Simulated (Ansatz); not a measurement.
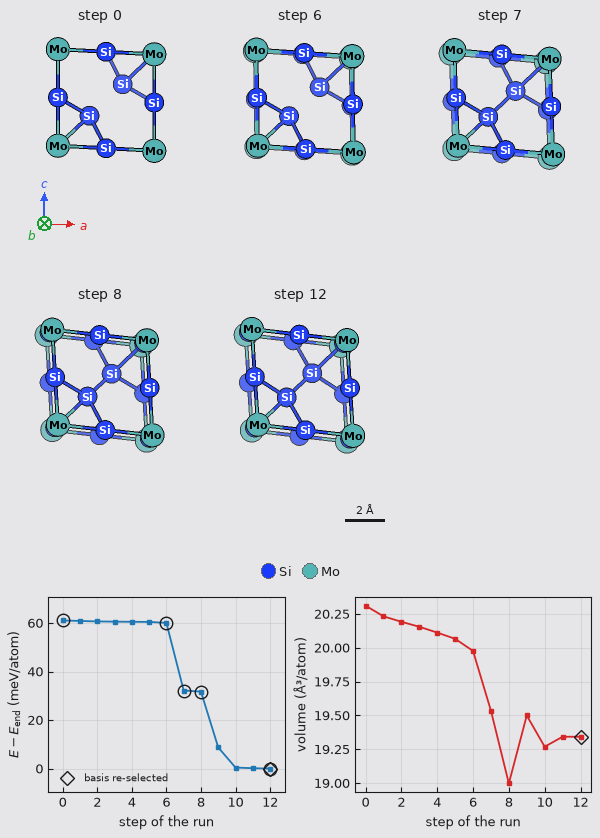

Frames of a relaxation of solid Si₅Mo (a generated structure, set up in R-3m), marked on the history of the run. The picture is a ball-and-stick view of the cell of the calculation, seen along the b axis.

Method: Ansatz 0.2.0, DFT PBE, scalar-relativistic, plane waves, PAW. Set-up: plane-wave cutoff 420 eV; k-point mesh 12 × 12 × 12; occupations gaussian; smearing width 0.1 eV; no spin polarisation; cell and atoms relaxed; force threshold 0.01 eV/Å; at most 80 steps.

Question: What happens along the run?

Answer: The energy falls by 61.0 meV per atom in 11 accepted moves (12 points after the start). The largest force component goes from 0.061 to 0.0049 eV/Å. The pressure goes from −0.12 to 0.00 GPa. At 1 point the geometry stayed and the basis and grid were re-selected for the new cell (energy shift of 0.2 meV per atom at most each time). The largest moves relative to the cell, 0.13 Å, are those of Si atoms. Mo stays in place. Cell: a = b = c 4.964 → 4.955 Å (−0.2 %), α 92.9° → 99.5°, β 92.9° → 99.5°, γ 92.9° → 99.5°. Volume −4.8 %. Among the contacts that change: Si–Si 2.810 → 2.164 Å, Mo–Si 2.673 → 2.433 Å, Si–Si 2.457 → 2.521 Å, Mo–Si 2.482 → 2.478 Å. New bonds form: Si–Si (2.81 → 2.16 Å). Bond angles that change, for instance: Si–Si–Mo 65.5° → 58.2°, Si–Si–Mo 114.5° → 121.8°, Si–Si–Si 94.1° → 97.2°. The space group stays R-3m (No. 166). The run took 6.4 min on 1 thread of Intel(R) Xeon(R) Processor @ 2.70GHz, with other jobs on the host, peak memory 0.74 GiB. From step 0 to 6: Si atoms move most (0.06 Å), volume −1.6 %, energy −1.0 meV per atom. From step 6 to 7: Si atoms move most (0.07 Å), volume −2.2 %, energy −27.9 meV per atom. From step 7 to 8: Si atoms move most (0.08 Å), volume −2.8 %, energy −0.5 meV per atom. From step 8 to 12: Si atoms move most (0.07 Å), volume +1.8 %, energy −31.7 meV per atom.

| step | E − E(0), meV/atom | largest force component, eV/Å | pressure, GPa | volume, Å³/atom | note |
| --- | --- | --- | --- | --- | --- |
| 0 | 0.00 | 0.0606 | -0.12 | 20.311 |  |
| 1 | -0.21 | 0.0454 | 0.04 | 20.232 |  |
| 2 | -0.39 | 0.0418 | -0.21 | 20.192 |  |
| 3 | -0.49 | 0.0173 | -0.08 | 20.155 |  |
| 4 | -0.55 | 0.0071 | 0.02 | 20.112 |  |
| 5 | -0.60 | 0.0180 | 0.04 | 20.066 |  |
| 6 | -1.01 | 0.0589 | 0.02 | 19.977 |  |
| 7 | -28.86 | 0.4099 | -1.06 | 19.535 |  |
| 8 | -29.34 | 2.8895 | 2.02 | 18.998 |  |
| 9 | -52.32 | 0.9872 | -0.15 | 19.500 |  |
| 10 | -60.61 | 0.1758 | 0.39 | 19.269 |  |
| 11 | -60.86 | 0.0047 | -0.01 | 19.343 |  |
| 12 | -61.04 | 0.0049 | 0.00 | 19.343 | same geometry, new basis |
